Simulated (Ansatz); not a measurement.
# A hypothetical structure for MnAg2PbO4

This structure for MnAg2PbO4 is made up. Its elements were placed in a known structure type with a cell scaled to their sizes. What cell does the guess relax to, and how far off was it?

Method: DFT, PBE, plane-wave PAW, files of the set soft_1, scalar-relativistic, ferromagnetic start, cell and ions relaxed at zero pressure; PAW set soft_1, in the first sound run; inputs show where later runs differ, in Ansatz 0.2.0.

## Step 1: The starting structure

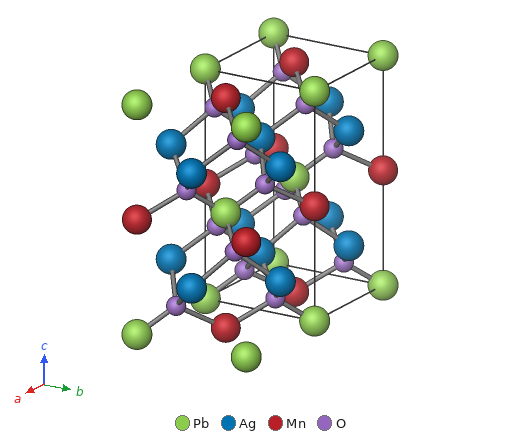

The starting structure, seen from a free direction (lead green, silver blue, manganese red, oxygen purple). 2×1×1 cells are drawn. This picture shows the conventional cell, with its axes. Bonds to atoms that aren't drawn are left out. Some periodic images of atoms are drawn too.

## Step 2: Relaxation of the guess

The guess takes its coordinates from another compound and its volume from a rule, so the cell and any free coordinates are relaxed together.

The input, input.yaml:

```yaml
crystal:
  lattice:
    - [-2.5, 2.5, 4.714]
    - [2.5, -2.5, 4.714]
    - [2.5, 2.5, -4.714]
  atoms:
    - { symbol: Pb, position: [0.0, 0.0, 0.0] }
    - { symbol: Ag, position: [0.75, 0.25, 0.5] }
    - { symbol: Ag, position: [0.25, 0.75, 0.5] }
    - { symbol: Mn, position: [0.5, 0.5, 0.0], spin: 4.0 }
    - { symbol: O, position: [0.6674, 0.6674, 0.5584] }
    - { symbol: O, position: [0.109, 0.109, 0.4416] }
    - { symbol: O, position: [0.891, 0.3326, 0.0] }
    - { symbol: O, position: [0.3326, 0.891, 0.0] }
magnetization:
  spin_polarized: true
kpoints:
  mp_grid: { grid: [8, 8, 8] }
scf:
  occupations: { method: fermi_dirac, width: 0.05 }
hamiltonian:
  xc: pbe
  pseudopotentials: { kind: paw, azcp: { folder: soft_1 } }
relax:
  f_tol: 0.015
  max_steps: 70
  cell: {}
output:
  forces: true
  stress: true
```

On the command line:

```console
> ansatz run input.yaml --threads 4 --pin off --max-ram 10240MiB --backend cpu --events-out ev --progress --plain --runs-dir out
```

Numbers of over 12 decimals in the logs are rounded to 6 here.

The log of the run:

```text
Engine: ansatz 0.2.0, aarch64-unknown-linux-gnu
Pseudopotentials: kind: paw
Pseudopotential: Pb, paw, valence charge 14, recommended cutoff 420 eV (normal), soft_1/Pb.paw.azcp
Pseudopotential: Ag, paw, valence charge 19, recommended cutoff 420 eV (normal), soft_1/Ag.paw.azcp
Pseudopotential: Mn, paw, valence charge 15, recommended cutoff 420 eV (normal), soft_1/Mn.paw.azcp
Pseudopotential: O, paw, valence charge 6, recommended cutoff 420 eV (normal), soft_1/O.paw.azcp
Functional definition: PBE
  parameter kappa = 0.804
  parameter beta = 0.066725
  exchange = pbe_x(kappa = kappa, mu = beta*pi^2/3)
  correlation = pbe_c(beta = beta)
Crystal: 8 atoms, lattice volume = 117.850 Å³
Basis set: ecut = 420 eV, 2315 PW (Γ), exchange–correlation on 80×80×80 points (8 copies of the dense FFT grid, shifted against one another)
Bands: 57, of which v1, the nominal top of the filled ones, is band 46 counted from 1 (45 counted from 0)
Symmetry: 8 space group operations
Space group: I-42m (ITA 121), of the structure as read, at distance tolerance 4.9e-5 Å
Magnetic group: BNS 121.327 (UNI 987), of the structure as read, at distance tolerance 4.9e-5 Å
k-points: 59 of 512 (time reversal used)
Non-local potential: Pb, projectors of the file, l = 0: 2, l = 1: 2, l = 2: 2, l = 3: 1
Non-local potential: Ag, projectors of the file, l = 0: 3, l = 1: 2, l = 2: 2, l = 3: 1
Non-local potential: Mn, projectors of the file, l = 0: 3, l = 1: 2, l = 2: 3, l = 3: 1
Non-local potential: O, projectors of the file, l = 0: 2, l = 1: 2, l = 2: 1
PAW form: soft (Blöchl's): semilocal exchange-correlation on the pseudo side does not see the compensation charge
PAW one-centre angular grid: Pb, 590 points (default); XC on 64 Gauss nodes
PAW one-centre angular grid: Ag, 590 points (default); XC on 64 Gauss nodes
PAW one-centre angular grid: Mn, 590 points (default); XC on 64 Gauss nodes
PAW one-centre angular grid: O, 110 points (default); XC on 64 Gauss nodes
Initial density: superposition of atomic densities (chi_scale 0.1, normalization cell, long waves kept (reshape's long-wave potential 0.10 eV rms))
Starting moments: Σ|m| = 4 μB on 1 of 8 sites
Initial wavefunctions: pseudopotential atomic-orbital guess
Functional: x = pbe(κ = 0.804, μ = 0.219515), c = pbe(β = 0.066725)
SCF iter   1: F=—  HF=-33254.561477 eV  |F-HF|=—  |Δ(HF+E_count)|=         —  Δρ=8.59e-2 (↑8.59e-2 ↓5.67e-2)  dr2=2.91e1  dr2_m=4.83e-1  M=4.761 μB ∫|m|=4.761 μB  β_m=0.30  ethr=3.10e-3  ⟨swp⟩=6.3  Hψ=24792  notcnv=0  defer=10
Mixer restart at iter 1: flushing history
preconditioner: auto → Kerker (q_TF=auto, 2.613 Å⁻¹)  [metal: Δε(μ)=0.025 eV  Ē_g=11.663 eV  σ=0.050 eV  W_gap=0.12  n_scr=34 (ndim 8)  ℏωp=28.0 eV  f_vac=0.003  D(μ)=2.44/eV (n_scr^D=14)]
spin=Collinear: Kerker preconditioning applied to the charge; magnetization (m = ρ↑ − ρ↓) channel mixes plain (no charge-response kernel on spin).
SCF iter   2: F=—  HF=-33252.079522 eV  |F-HF|=—  |Δ(HF+E_count)|=    2.48e0  Δρ=4.79e-2 (↑4.79e-2 ↓2.50e-2)  dr2=9.72e0  dr2_m=3.78e-1  M=4.952 μB ∫|m|=4.952 μB  β_m=0.43  ethr=3.10e-3  ⟨swp⟩=3.1  Hψ=14685  notcnv=0  defer=399
SCF iter   3: F=—  HF=-33250.409882 eV  |F-HF|=—  |Δ(HF+E_count)|=    1.67e0  Δρ=1.89e-2 (↑1.89e-2 ↓1.33e-2)  dr2=2.44e0  dr2_m=6.04e-2  M=4.955 μB ∫|m|=4.969 μB  β_m=0.55  ethr=3.10e-3  ⟨swp⟩=3.7  Hψ=14555  notcnv=0  defer=444
SCF iter   4: F=—  HF=-33249.787487 eV  |F-HF|=—  |Δ(HF+E_count)|=   6.22e-1  Δρ=7.71e-3 (↑6.86e-3 ↓7.71e-3)  dr2=3.76e-1  dr2_m=4.69e-3  M=4.958 μB ∫|m|=4.989 μB  β_m=0.70  ethr=2.68e-3  ⟨swp⟩=3.0  Hψ=9686  notcnv=0  defer=493
SCF iter   5: F=—  HF=-33249.830656 eV  |F-HF|=—  |Δ(HF+E_count)|=   4.32e-2  Δρ=4.69e-3 (↑3.65e-3 ↓4.69e-3)  dr2=8.67e-2  dr2_m=2.35e-3  M=4.948 μB ∫|m|=4.980 μB  β_m=0.85  ethr=4.13e-4  ⟨swp⟩=3.1  Hψ=11043  notcnv=0  defer=493
SCF iter   6: F=—  HF=-33249.829510 eV  |F-HF|=—  |Δ(HF+E_count)|=         —  Δρ=1.83e-3 (↑1.83e-3 ↓1.45e-3)  dr2=1.02e-2  dr2_m=1.45e-3  M=4.949 μB ∫|m|=4.975 μB  β_m=0.85  ethr=9.53e-5  ⟨swp⟩=2.3  Hψ=12268  notcnv=0  defer=594
Mixer restart at iter 6: flushing history
SCF iter   7: F=—  HF=-33249.830806 eV  |F-HF|=—  |Δ(HF+E_count)|=   1.30e-3  Δρ=1.03e-3 (↑1.03e-3 ↓9.80e-4)  dr2=4.18e-3  dr2_m=4.18e-5  M=4.950 μB ∫|m|=4.975 μB  β_m=0.92  ethr=1.12e-5  ⟨swp⟩=2.2  Hψ=10805  notcnv=0  defer=589
SCF iter   8: F=—  HF=-33249.831393 eV  |F-HF|=—  |Δ(HF+E_count)|=   5.88e-4  Δρ=5.77e-4 (↑5.77e-4 ↓5.19e-4)  dr2=1.63e-3  dr2_m=1.61e-5  M=4.950 μB ∫|m|=4.975 μB  β_m=0.85  ethr=4.60e-6  ⟨swp⟩=2.1  Hψ=11914  notcnv=0  defer=589
SCF iter   9: F=—  HF=-33249.831062 eV  |F-HF|=—  |Δ(HF+E_count)|=   3.32e-4  Δρ=2.23e-4 (↑1.84e-4 ↓2.23e-4)  dr2=3.82e-4  dr2_m=1.80e-6  M=4.950 μB ∫|m|=4.975 μB  β_m=0.87  ethr=1.80e-6  ⟨swp⟩=2.1  Hψ=10842  notcnv=0  defer=589
SCF iter  10: F=—  HF=-33249.831027 eV  |F-HF|=—  |Δ(HF+E_count)|=   3.51e-5  Δρ=2.55e-4 (↑2.55e-4 ↓1.27e-4)  dr2=1.43e-4  dr2_m=6.07e-6  M=4.950 μB ∫|m|=4.975 μB  β_m=0.81  ethr=4.20e-7  ⟨swp⟩=2.2  Hψ=12224  notcnv=0  defer=589
SCF iter  11: F=—  HF=-33249.831012 eV  |F-HF|=—  |Δ(HF+E_count)|=   1.44e-5  Δρ=7.38e-5 (↑4.52e-5 ↓7.38e-5)  dr2=3.58e-5  dr2_m=6.73e-7  M=4.950 μB ∫|m|=4.975 μB  β_m=0.90  ethr=1.58e-7  ⟨swp⟩=2.3  Hψ=11033  notcnv=0  defer=589
SCF iter  12: F=—  HF=-33249.831006 eV  |F-HF|=—  |Δ(HF+E_count)|=   6.75e-6  Δρ=2.28e-5 (↑2.28e-5 ↓1.98e-5)  dr2=3.46e-6  dr2_m=3.49e-8  M=4.950 μB ∫|m|=4.975 μB  β_m=0.87  ethr=3.93e-8  ⟨swp⟩=2.1  Hψ=9628  notcnv=0  defer=589
SCF iter  13: F=—  HF=-33249.831005 eV  |F-HF|=—  |Δ(HF+E_count)|=   8.25e-8  Δρ=1.21e-5 (↑1.18e-5 ↓1.21e-5)  dr2=1.08e-6  dr2_m=1.05e-9  M=4.950 μB ∫|m|=4.975 μB  β_m=0.91  ethr=3.81e-9  ⟨swp⟩=2.6  Hψ=12363  notcnv=0  defer=589
SCF iter  14: F=—  HF=-33249.831006 eV  |F-HF|=—  |Δ(HF+E_count)|=   1.82e-7  Δρ=5.63e-6 (↑5.63e-6 ↓5.02e-6)  dr2=2.19e-7  dr2_m=6.49e-10  M=4.950 μB ∫|m|=4.975 μB  β_m=0.96  ethr=1.18e-9  ⟨swp⟩=2.1  Hψ=9507  notcnv=0  defer=589
SCF iter  15: F=-33249.831006 eV  HF=-33249.831006 eV  |F-HF|=7.28e-12  |Δ(HF+E_count)|=   7.86e-8  Δρ=1.17e-6 (↑1.12e-6 ↓1.17e-6)  dr2=9.39e-9  dr2_m=3.14e-10  M=4.950 μB ∫|m|=4.975 μB  ethr=1.10e-10  ⟨swp⟩=3.0  Hψ=24718  notcnv=0
SCF 1 converged in 15 iterations: F = -33249.831006 eV  dr2 = 9.39e-9
  greatest PAW one-centre occupation: 1.001 electrons in one spin orbital (limit 2), on the Ag atom at site 1 (counted from 0), in its partial waves of l = 0
[...]
relax step   9: F+E_penalty+E_count = -33255.15112970 eV  Δ(F+E_penalty+E_count) = -1.189e-3 eV  max|allowed force component| = 4.821e-3 eV/Å  Δτ_max = 0.0055 Å  P = +0.017 GPa  Ω = 131.677 Å³  energy of the carried Pulay correction = -2.423e-2 eV  (11 SCF iters, dr2 threshold 5.72e-8 eV, accepted)
relax step  10: F+E_penalty+E_count = -33255.19642767 eV  Δ(F+E_penalty+E_count) = -4.530e-2 eV  max|allowed force component| = 8.115e-3 eV/Å  Δτ_max = 0.0000 Å  P = +0.520 GPa  Ω = 131.677 Å³  stress off target by 5.82e-1 GPa  SCF on the basis re-selected at this cell (its energy is not comparable with the rows above)  (11 SCF iters)
relax step  11: F+E_penalty+E_count = -33255.19660663 eV  Δ(F+E_penalty+E_count) = -1.790e-4 eV  max|allowed force component| = 2.351e-3 eV/Å  Δτ_max = 0.0018 Å  P = +0.081 GPa  Ω = 132.347 Å³  energy of the carried Pulay correction = -1.204e-3 eV  (9 SCF iters, dr2 threshold 8.00e-7 eV, accepted)
relax step  12: F+E_penalty+E_count = -33255.19640158 eV  Δ(F+E_penalty+E_count) = +2.051e-4 eV  max|allowed force component| = 2.798e-4 eV/Å  Δτ_max = 0.0007 Å  P = +0.003 GPa  Ω = 132.479 Å³  energy of the carried Pulay correction = -1.446e-3 eV  (9 SCF iters, dr2 threshold 1.96e-8 eV, accepted)
iter 1 solved again at ethr=1.61e-7 eV; its pass at ethr=3.10e-3 eV (dr2=1.47e-4 eV) is discarded
SCF iter   1: F=—  HF=-33255.197685 eV  |F-HF|=—  |Δ(HF+E_count)|=         —  Δρ=2.44e-5 (↑2.44e-5 ↓2.37e-5)  dr2=3.14e-7  dr2_m=4.38e-9  M=2.753 μB ∫|m|=2.929 μB  β_m=0.65  ethr=1.61e-7  ⟨swp⟩=3.2  Hψ=41235  notcnv=0
preconditioner: auto → Kerker (q_TF=auto, 2.397 Å⁻¹)  [metal: Δε(μ)=0.001 eV  Ē_g=11.252 eV  σ=0.050 eV  W_gap=0.00  n_scr=34 (ndim 8)  ℏωp=26.4 eV  f_vac=0.054  D(μ)=2.32/eV (n_scr^D=14)]
spin=Collinear: Kerker preconditioning applied to the charge; magnetization (m = ρ↑ − ρ↓) channel mixes plain (no charge-response kernel on spin).
SCF iter   2: F=—  HF=-33255.197864 eV  |F-HF|=—  |Δ(HF+E_count)|=   1.79e-4  Δρ=9.42e-6 (↑9.42e-6 ↓8.91e-6)  dr2=7.70e-8  dr2_m=7.20e-9  M=2.753 μB ∫|m|=2.929 μB  β_m=0.54  ethr=3.45e-10  ⟨swp⟩=2.4  Hψ=11524  notcnv=0
SCF iter   3: F=—  HF=-33255.197867 eV  |F-HF|=—  |Δ(HF+E_count)|=   2.82e-6  Δρ=4.29e-6 (↑4.29e-6 ↓4.21e-6)  dr2=8.44e-9  dr2_m=1.29e-10  M=2.753 μB ∫|m|=2.929 μB  β_m=0.62  ethr=8.47e-11  ⟨swp⟩=2.3  Hψ=10390  notcnv=0
SCF iter   4: F=—  HF=-33255.197868 eV  |F-HF|=—  |Δ(HF+E_count)|=   8.20e-7  Δρ=7.93e-7 (↑6.52e-7 ↓7.93e-7)  dr2=2.80e-9  dr2_m=1.89e-11  M=2.753 μB ∫|m|=2.929 μB  β_m=0.81  ethr=9.28e-12  ⟨swp⟩=2.0  Hψ=10690  notcnv=0
SCF iter   5: F=—  HF=-33255.197868 eV  |F-HF|=—  |Δ(HF+E_count)|=   5.70e-9  Δρ=6.98e-7 (↑3.16e-7 ↓6.98e-7)  dr2=2.18e-9  dr2_m=1.00e-10  M=2.753 μB ∫|m|=2.929 μB  β_m=0.91  ethr=3.08e-12  ⟨swp⟩=2.0  Hψ=11858  notcnv=0
SCF iter   6: F=—  HF=-33255.197868 eV  |F-HF|=—  |Δ(HF+E_count)|=   1.75e-9  Δρ=4.32e-7 (↑1.83e-7 ↓4.32e-7)  dr2=9.76e-10  dr2_m=3.26e-11  M=2.753 μB ∫|m|=2.929 μB  β_m=0.95  ethr=2.40e-12  ⟨swp⟩=2.0  Hψ=10021  notcnv=0
SCF iter   7: F=—  HF=-33255.197868 eV  |F-HF|=—  |Δ(HF+E_count)|=  1.67e-10  Δρ=5.33e-7 (↑5.33e-7 ↓1.25e-7)  dr2=3.85e-10  dr2_m=6.30e-11  M=2.753 μB ∫|m|=2.929 μB  β_m=0.90  ethr=1.07e-12  ⟨swp⟩=2.0  Hψ=11990  notcnv=0
SCF iter   8: F=—  HF=-33255.197868 eV  |F-HF|=—  |Δ(HF+E_count)|=  1.31e-10  Δρ=1.55e-7 (↑1.55e-7 ↓9.48e-8)  dr2=3.71e-11  dr2_m=9.93e-12  M=2.753 μB ∫|m|=2.929 μB  β_m=0.84  ethr=1.00e-12  ⟨swp⟩=2.0  Hψ=11663  notcnv=0
SCF iter   9: F=—  HF=-33255.197868 eV  |F-HF|=—  |Δ(HF+E_count)|=  1.46e-11  Δρ=6.18e-8 (↑6.18e-8 ↓2.08e-8)  dr2=7.72e-12  dr2_m=9.75e-13  M=2.753 μB ∫|m|=2.929 μB  β_m=0.88  ethr=1.00e-12  ⟨swp⟩=1.0  Hψ=6726  notcnv=0
SCF iter  10: F=-33255.197868 eV  HF=-33255.197868 eV  |F-HF|=7.28e-12  |Δ(HF+E_count)|=    0.00e0  Δρ=4.54e-8 (↑4.54e-8 ↓3.70e-8)  dr2=1.10e-11  dr2_m=5.67e-14  M=2.753 μB ∫|m|=2.929 μB  ethr=1.00e-12  ⟨swp⟩=2.0  Hψ=19047  notcnv=0
SCF 13 converged in 10 iterations: F = -33255.197868 eV  dr2 = 1.10e-11
relax step  13: F+E_penalty+E_count = -33255.19786759 eV  Δ(F+E_penalty+E_count) = -1.466e-3 eV  max|allowed force component| = 3.498e-4 eV/Å  Δτ_max = 0.0000 Å  P = +0.005 GPa  Ω = 132.479 Å³  stress off target by 7.64e-3 GPa  SCF on the basis re-selected at this cell (its energy is not comparable with the rows above)  (10 SCF iters)
basis re-selected at this cell: Δ(F+E_penalty+E_count) = -1.466e-3 eV, ΔP = +0.002 GPa vs the last step (what re-selecting the basis moved, of the pressure what is left beyond the Pulay correction that the steps carried, after the strain that the cell walked since its last selection, with what the two solves' SCF thresholds leave and, on support functions, any second-order correction that the steps lacked; it is no m [...]
SCF converged after 10 iterations
Magnetization: 2.7532 μB (46.8766 up, 44.1234 down)
Absolute magnetization: 2.9510 μB (∫|ρ↑−ρ↓|, with the PAW one-centre terms)
Spin contamination: 0.0688 ħ² per cell (⟨S²⟩ above its minimum at these occupations)
Per-site moments (μB) at R_I (Å): [(0.031217, 1.012552), (0.018068, 0.978700), (0.018068, 0.978700), (1.879841, 0.725333), (0.026513, 0.725333), (0.026513, 0.725333), (0.026513, 0.725333), (0.026513, 0.725333)]
Free energy (F): -33255.197868 eV
Harris-Foulkes:  -33255.197868 eV  (|F-HF|=7.28e-12)
Internal energy: -33255.178208 eV  (E = F + TS)
E sigma→0 (E₀):  -33255.188038 eV
Entropy (-TS):   -0.019660 eV (-2.458 meV/atom)
Fermi energy:    9.669029 eV
--- Per-component energies (eV) ---
  E_band       = -1125.968061
  E_kinetic    = 2210.630324
  E_local      = -10927.146977  (includes V_loc(G=0)·N_el)
  E_nonlocal   = 1032.653503
  E_hartree    = 4688.086605
  E_xc         = -914.029720
  E_vxc        = -1037.702846  (∫ρ·V_xc dr)
  E_paw        = -20275.452761  (= ΣΔE_a)
  E_vpaw       = -1780.578991  (= ΣTr[D̂ρ^β])
  E_aug_tail   = 0.003904  (compensation charges beyond the density's cutoff)
  E_ewald      = -9069.923087
  E_smearing   = -0.019660  (= −TS)
  E_closure    = 0.000000  (closes the sum)
  Σ components = -33255.197868   (vs F -33255.197868, Δ=0.00e0)
--- Forces (eV/Å), atoms counted from 1 ---
  atom   1  Pb     0.00000000     0.00000000     0.00000000
  atom   2  Ag    -0.00000000    -0.00000000     0.00000000
  atom   3  Ag    -0.00000000    -0.00000000    -0.00000000
  atom   4  Mn    -0.00000000    -0.00000000     0.00000000
  atom   5  O      0.00027420     0.00027420    -0.00034980
  atom   6  O     -0.00027420    -0.00027420    -0.00034980
  atom   7  O     -0.00027420     0.00027420     0.00034980
  atom   8  O      0.00027420    -0.00027420     0.00034980
  max |Σ_I F_I| component: 1.58e-16 eV/Å
--- Stress (GPa, compression-positive) ---
        0.007644      -0.000000      -0.000000
       -0.000000       0.007644       0.000000
       -0.000000       0.000000      -0.000710
  P = ⅓ Tr σ = 0.0049 GPa (0.049 kbar)
--- Relaxed structure (11 steps of the walk, 11 accepted, 2 SCFs on fresh bases) ---
  F+E_penalty+E_count = -33255.19786759 eV   max|allowed force component| = 3.498e-4 eV/Å   (the final SCF, on the basis selected at the relaxed cell)
  cell:  # Å, volume = 132.4787 Å³
    - [-2.622419, 2.622419, 4.815950]
    - [2.622419, -2.622419, 4.815950]
    - [2.622419, 2.622419, -4.815950]
  atoms:
    - { symbol: Pb, position: [-3.9710758911791e-19, -5.942968592386891e-19, -7.182839392716278e-19] }
    - { symbol: Ag, position: [0.75, 0.250000, 0.5] }
    - { symbol: Ag, position: [0.250000, 0.75, 0.5] }
    - { symbol: Mn, position: [0.500000, 0.500000, -2.4793655181512595e-18] }
    - { symbol: O, position: [0.594760, 0.594760, 0.393360] }
    - { symbol: O, position: [0.201400, 0.201400, 0.606640] }
    - { symbol: O, position: [0.798600, 0.405240, 0.0] }
    - { symbol: O, position: [0.405240, 0.798600, 0.0] }
```

Wall time 7.1 min (4 threads of Arm Neoverse V1, shared host); peak memory 0.96 GiB; 28 min of CPU time.

The steps of the relaxation:

| step | energy less that of the first step (eV) | largest force component (eV/Å) | pressure (GPa) | volume (Å³) |
| --- | --- | --- | --- | --- |
| 1 | 0.0000 | 3.9492 | 25.07 | 117.85 |
| 2 | -2.9089 | 1.2559 | 3.01 | 130.05 |
| 3 | -3.9678 | 1.3925 | 4.09 | 125.91 |
| 4 | -4.7889 | 1.1677 | 8.07 | 125.27 |
| 5 | -5.1335 | 0.2902 | -3.65 | 139.45 |
| 6 | -5.3094 | 0.0366 | -0.17 | 132.56 |
| 7 | -5.3150 | 0.0139 | -0.06 | 132.42 |
| 8 | -5.3189 | 0.0189 | -0.07 | 132.01 |
| 9 | -5.3201 | 0.0048 | 0.02 | 131.68 |
| 10* | -5.3654 | 0.0081 | 0.52 | 131.68 |
| 11 | -5.3656 | 0.0024 | 0.08 | 132.35 |
| 12 | -5.3654 | 0.0003 | 0.00 | 132.48 |
| 13* | -5.3669 | 0.0003 | 0.00 | 132.48 |

Relaxation steps marked * repeat the geometry before them on a plane-wave basis chosen anew for their cell, so energy and pressure can jump there.

Forces are held to the 8 operations that the run works with; a distortion that breaks them can't arise in this run.

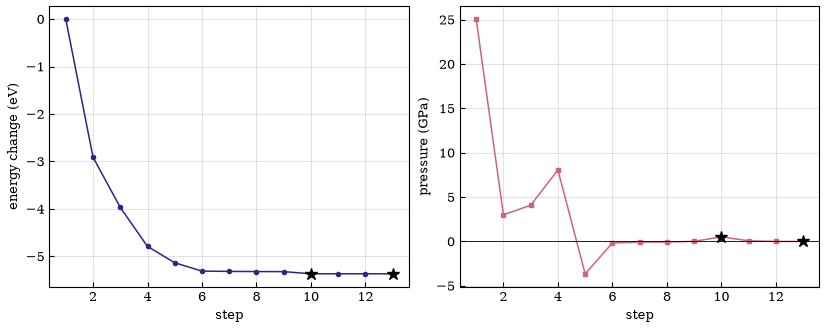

Energy and pressure along the relaxation. Stars mark steps on a basis chosen anew.

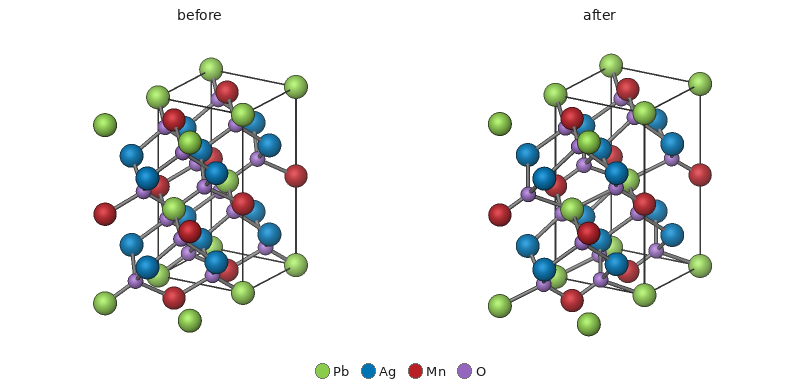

Before and after, at one scale. Bonds to atoms that aren't drawn are left out.

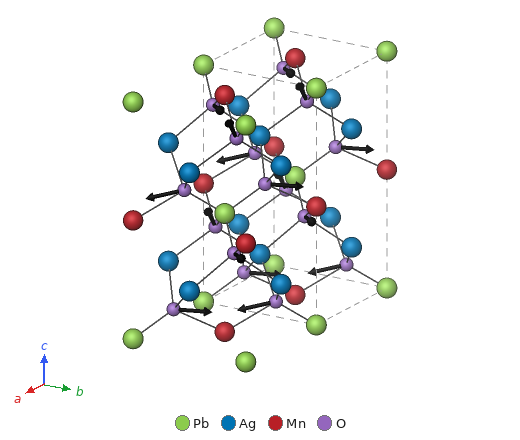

Displacements in the relaxation, exaggerated, measured against the changing cell; the longest in the cell stands for 0.62 Å. Bonds to atoms that aren't drawn are left out. 2×1×1 conventional cells are drawn. Some periodic images of atoms are drawn too.

| conventional cell, symmetrised | before | after | change |
| --- | --- | --- | --- |
| a (Å) | 5.000 | 5.245 | +4.9 % |
| b (Å) | 5.000 | 5.245 | +4.9 % |
| c (Å) | 9.428 | 9.632 | +2.2 % |
| volume (Å³/atom) | 14.73 | 16.56 | +12.4 % |

The atoms that moved most (Å, as changes of fractional coordinates times the final cell):

| atom | dx | dy | dz | length |
| --- | --- | --- | --- | --- |
| O7 | 0.433 | -0.433 | -0.095 | 0.619 |
| O8 | -0.433 | 0.433 | -0.095 | 0.619 |
| O5 | -0.433 | -0.433 | 0.095 | 0.619 |
| O6 | 0.433 | 0.433 | 0.095 | 0.619 |

Numbers from this step:

| Item | Value |
| --- | --- |
| free energy | -33255.1979 eV |
| energy at zero smearing | -33255.1880 eV |
| smearing term TS | 0.01966 eV |
| Fermi energy | 9.669 eV |
| magnetization | 2.753 μB |
| absolute magnetization | 2.951 μB |
| site moments | 0.03122, 0.01807, 0.01807, 1.880, 0.02651, 0.02651, 0.02651, 0.02651 μB |
| electrons | 91 |
| symmetry operations | 8 |
| pressure | 0.004859 GPa |

Site moment by atom:

| atom | site moment (μB) |
| --- | --- |
| Pb1 | 0.03 |
| Ag2 | 0.02 |
| Ag3 | 0.02 |
| Mn4 | 1.88 |
| O5 | 0.03 |
| O6 | 0.03 |
| O7 | 0.03 |
| O8 | 0.03 |

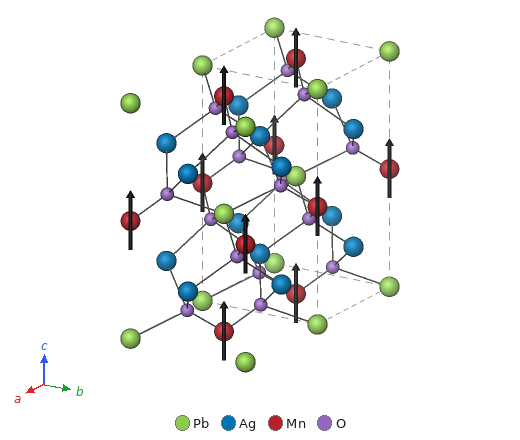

Site moment as arrows, the longest 1.88 μB. Up and down stand for the sign. Arrows give size and sign along the axis of quantisation, drawn up and down the page. Bonds to atoms that aren't drawn are left out. 2×1×1 conventional cells are drawn. Some periodic images of atoms are drawn too.

[end of part 1 of 2]

[Logs are printed without paths, hosts, clocks, repeated set-up lines and the standing remarks that a program may print on its own settings, such as how far it seeks lower states.]

[Hosts, paths, dates, database ids (printed as entryN), source tags and the programs' standing remarks are cut or masked in the printed files.]
